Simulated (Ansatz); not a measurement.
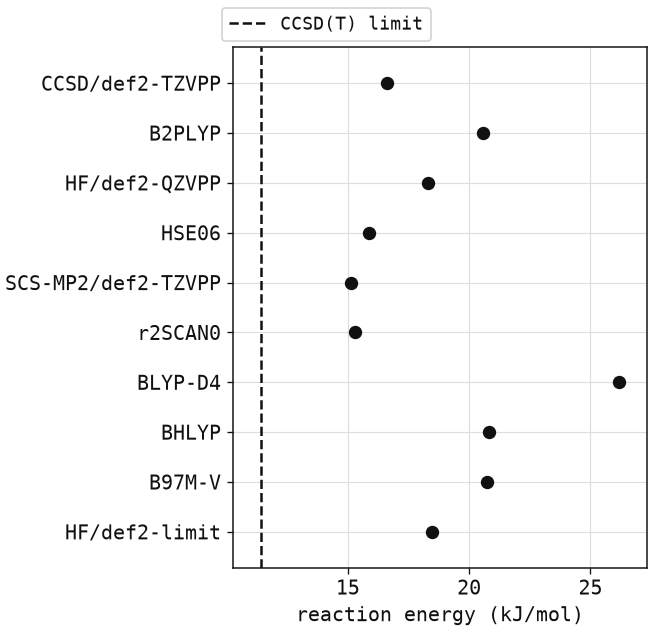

Electronic reaction energy of HfHOBrF₂ ([OH][Hf]([F])([F])[Br]) + HCl (Cl) → HfHOBrClF ([OH][Hf]([F])([Cl])[Br]) + HF (F) (SMILES in brackets) at several levels (functionals in def2-TZVPP unless a basis is named), isolated molecules at PBE0-D4 triple-zeta geometries, minima by their frequencies, no zero-point or thermal terms, the Ansatz code. The line is frozen-core CCSD(T) at the basis limit (MP2 extrapolated from triple and quadruple zeta, plus CCSD(T) less MP2 in a smaller set). B2PLYP holds a correlation term that converges slowly with the basis, so part of the distance to the limit is basis error. No dispersion term is added to B2PLYP, HSE06, r2SCAN0 and BHLYP. The distance of CCSD/def2-TZVPP and SCS-MP2/def2-TZVPP to the limit includes basis error. Core potentials past Kr.

What range do the values span, the line included?

Answer. From 11.4 kJ/mol (CCSD(T) limit) to 26.2 kJ/mol (BLYP-D4).

Which level comes closest to the line (CCSD(T) limit), and which misses most?

Answer. Closest SCS-MP2/def2-TZVPP (15.1 kJ/mol), against 11.4 kJ/mol; farthest BLYP-D4 (26.2 kJ/mol).

Caveats: no scalar relativity up to krypton; outer-core shells are correlated without core-valence functions, which makes the correlated values less sure; spin-orbit coupling is left out, and with Hf it can shift these values.
